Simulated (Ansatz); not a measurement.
Fields on a plane of CaF2 (fluorite)

```yaml
crystal:
  lattice:
    - [0.00000, 2.71960, 2.71960]
    - [2.71960, 0.00000, 2.71960]
    - [2.71960, 2.71960, 0.00000]
  atoms:
    - { symbol: Ca, position: [0.00000, 0.00000, 0.00000] }
    - { symbol: F, position: [0.25000, 0.25000, 0.25000] }
    - { symbol: F, position: [0.75000, 0.75000, 0.75000] }
```

The slice is a {100} plane (indices of the conventional cell) through the point (0.750, 0.750, 0.750) (fractional), spanned by u = [100] and v = [0 1 -1] in vectors of this cell: u (3.85 Å) and v (3.85 Å, at 90° to u). It covers one period; positions are fractions (u, v).

Atoms on it: F at (0.50, 0.50); F at (0.00, 0.00).

Computed with r2SCAN (plane waves to 500 eV, PAW, scalar-relativistic; Ansatz, a quantum-chemistry and plane-wave program). k mesh 11×11×11. Near the nuclei the fields are pseudised (PAW); where an atom keeps semicore shells as valence, they peak there. CaF2 was relaxed with its symmetry unable to fall.

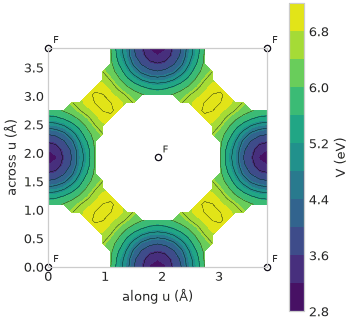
Figure: Electrostatic potential energy of an electron, from the cell's mean, in eV, one period of the plane, atoms marked. Points within 1 Å of a nucleus are left white, as the pseudised field means little there. The zero, the cell's mean, hangs on the PAW cores.

```
v \ u  0.00  0.11  0.21  0.32  0.43  0.54  0.64  0.75  0.86  0.96
-----  ----  ----  ----  ----  ----  ----  ----  ----  ----  ----
0.96      x     x  0.71  0.09  0.01  0.01  0.03  0.53  0.81     x
0.86   0.81  0.79  0.46  0.03  0.02  0.03  0.02  0.22  0.75  0.81
0.75   0.55  0.37  0.04  0.10  0.48  0.53  0.22  0.03  0.22  0.53
0.64   0.03  0.02  0.08  0.65  0.81  0.81  0.75  0.22  0.02  0.03
0.54   0.01  0.01  0.27  0.79     x     x  0.81  0.53  0.03  0.01
0.43   0.01  0.01  0.22  0.77     x     x  0.81  0.48  0.02  0.01
0.32   0.09  0.05  0.04  0.49  0.77  0.79  0.65  0.10  0.03  0.08
0.21   0.72  0.60  0.11  0.04  0.22  0.27  0.08  0.04  0.46  0.71
0.11      x  0.81  0.60  0.05  0.01  0.01  0.02  0.37  0.79     x
0.00      x     x  0.72  0.09  0.01  0.01  0.03  0.55  0.81     x
```

Values: electron localisation function (ELF). Points within 0.5 Å of a nucleus are blanked (x), as the pseudised field means little there.
